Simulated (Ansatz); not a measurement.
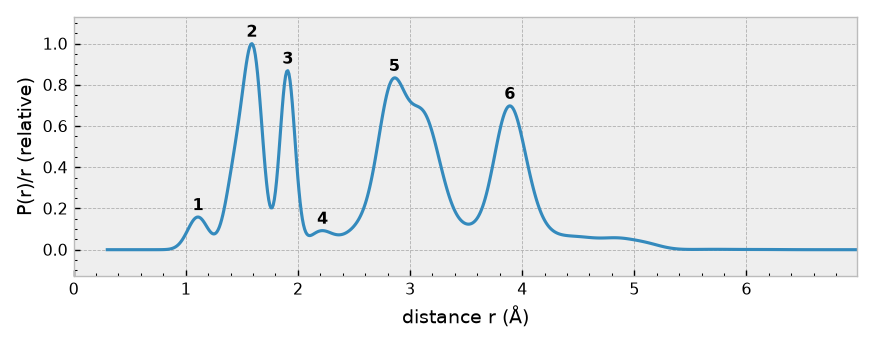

Simulated gas electron diffraction: radial distribution curve of C₃H₁₀SSi₂. Each pair of atoms contributes with weight ZᵢZⱼ/r; damping constant 0.001 Å²; vibrational amplitudes assumed, not computed: 0.05 Å for bonds, 0.078 Å for bonds to H, 0.06 + 0.015 r up to 0.15 Å for other pairs. The geometry is the end point of an optimisation (RKS PBE-D4/STO-3G (Ansatz)); it may be a saddle point or a higher isomer. SMILES: CC([SiH3])C([SiH3])=S.

**Read the positions of the numbered peaks and name the main pairs (– for bonds).**

Peak 1, 1.11 Å: C–H 1.11 Å (×4)
Peak 2, 1.59 Å: Si–H 1.45–1.46 Å (×6), C–C 1.56 Å (×2), S–C 1.64 Å, not resolved
Peak 3, 1.91 Å: Si–C 1.90–1.91 Å (×2)
Peak 4, 2.22 Å: C···H 2.17–2.22 Å (×5), not resolved
Peak 5, 2.86 Å: S···C 2.78 Å, Si···C 2.85–2.94 Å (×3), S···Si 3.11 Å, not resolved; in its flanks Si···C 3.23 Å
Peak 6, 3.89 Å: Si···Si 3.84 Å, S···Si 3.90 Å, S···C 4.02 Å, not resolved
